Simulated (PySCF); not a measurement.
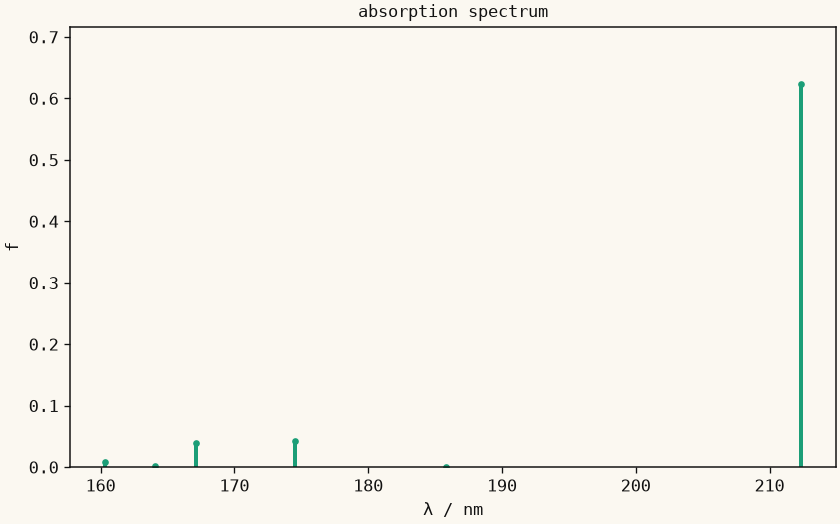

Computed absorption of C₄H₅F, SMILES C=CC(=C)F. Vertical TDDFT excitations, PBE0/def2-SVPD, PySCF, at a GFN2-xTB geometry (no frequency check), gas phase. Only the first 6 singlet excitations are included.

**Which of the computed transitions is the brightest, and what character does the calculation give it?**

S1 at 5.84 eV (212 nm), f = 0.623, mainly HOMO → LUMO (97 %).

**Where is the lowest singlet, and is it bright?**

S1 lies at 5.84 eV (212 nm) with f = 0.623, mainly HOMO → LUMO (97 %); it is bright.

Note: states above the negative HOMO energy depend on the basis; the tight-binding geometry is rougher than a DFT one and adds to the error; one conformer of a flexible molecule; core orbitals are frozen in the response.
